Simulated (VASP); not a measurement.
Band structure of CoAl (CsCl type). Level of theory: revPBE GGA, VASP's PBE PAW potentials (set 64) (plane waves; VASP 6.6.1).

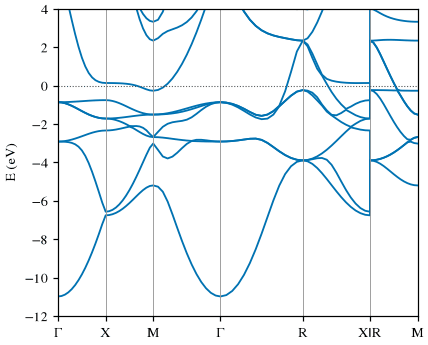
*Bands along high-symmetry lines, zero at the valence-band maximum or, without a gap, the Fermi level*

**Question.** Read the plot: is there a gap, and where are the band edges?

**Answer.** It has no gap at this level: it comes out as a metal or semimetal. (Edges off the drawn lines would not show.)

The compound is CoAl in the CsCl type structure. It was relaxed first. The run is not spin-polarised, so no magnetic state was tried.
